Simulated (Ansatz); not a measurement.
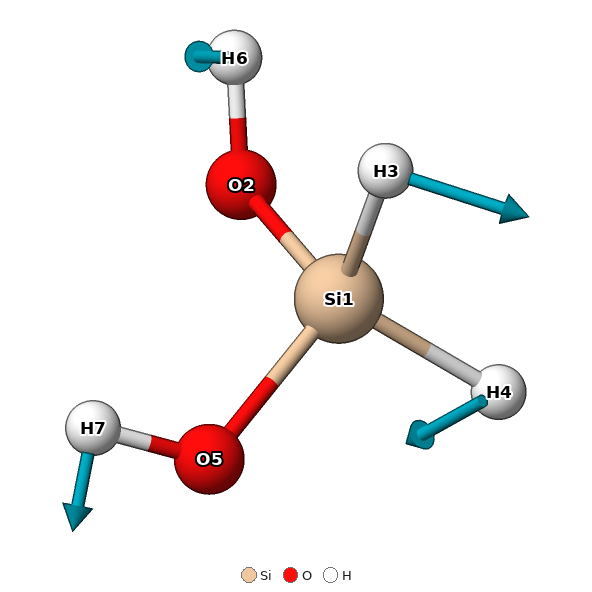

The arrows show one normal mode. Harmonic vibrations computed with RKS PBE0-D4/def2-TZVP (Ansatz 0.2.0) at a stationary point of the same level.

Q: What kind of motion is it?

A: Mostly angle bending.

Q: At what wavenumber does it lie?

A: 625 cm⁻¹; it is mode 4 of 15 counted from the lowest.
